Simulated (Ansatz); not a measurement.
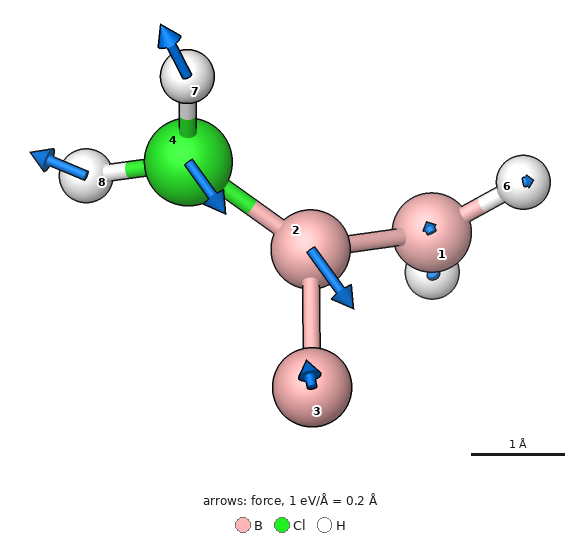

Starting geometry of B3H4Cl with the computed forces as blue arrows. The picture is a ball-and-stick view, seen at a tilt.

It is one of the separated reactants of a reaction.

Theory: RKS PBE-D4/def2-SVP in Ansatz.

The input:
```yaml
crystal:
  periodic: [false, false, false]
  atoms:
    - {symbol: B, position_ang: [-0.390070, 1.366310, -0.579234]}
    - {symbol: B, position_ang: [-0.215273, -0.243035, -0.240315]}
    - {symbol: B, position_ang: [-1.163011, -1.312806, -1.298101]}
    - {symbol: Cl, position_ang: [0.677389, -1.042099, 0.899892]}
    - {symbol: H, position_ang: [-1.251551, 2.020481, -0.064856]}
    - {symbol: H, position_ang: [0.323287, 1.918597, -1.367052]}
    - {symbol: H, position_ang: [1.918639, -1.447090, 0.646551]}
    - {symbol: H, position_ang: [0.173930, -1.329188, 2.096975]}
basis:
  gaussian: {orbitals: def2-SVP}
hamiltonian: {xc: pbe, dispersion: d4}
relax: {f_tol: 0.03, max_steps: 250}
```

Command:
```bash
ansatz run in.yaml --threads 2 --pin off --events-out ev --progress --plain --max-ram 4352MiB
```

### What follows when this structure is relaxed?

It isn't relaxed: the largest force vector, on B2, is 4.09 eV/Å. The final displacements run against the starting forces (cosine between the two patterns −0.38). Over 57 accepted moves (60 points after the start) the energy falls by 921.0 kJ/mol. The largest force component goes from 3.4 to 0.023 eV/Å. The line search rejected the trial steps at points 22, 51, 54 of the run. H8 moves most after the best rigid fit: 2.80 Å. By element the largest moves are H 2.80 Å, B 1.53 Å, Cl 1.31 Å. Among the contacts that change: B1–H8 3.840 → 1.398 Å, B3–H5 3.555 → 1.201 Å, Cl4–H8 1.330 → 2.875 Å, B1–H5 1.198 → 2.636 Å. New bonds form: B1–B3 (2.88 → 1.69 Å), B1–H8 (3.84 → 1.40 Å), B3–H5 (3.56 → 1.20 Å). Bonds break: B1–H5 (1.20 → 2.64 Å), B2–Cl4 (1.65 → 2.54 Å), Cl4–H8 (1.33 → 2.87 Å). Bond angles that change, for instance: B1–B2–B3 114.0° → 66.2°, B2–B1–H6 121.4° → 158.1°. Cost: 78 s on 2 threads of Arm Neoverse V1 (shared host).
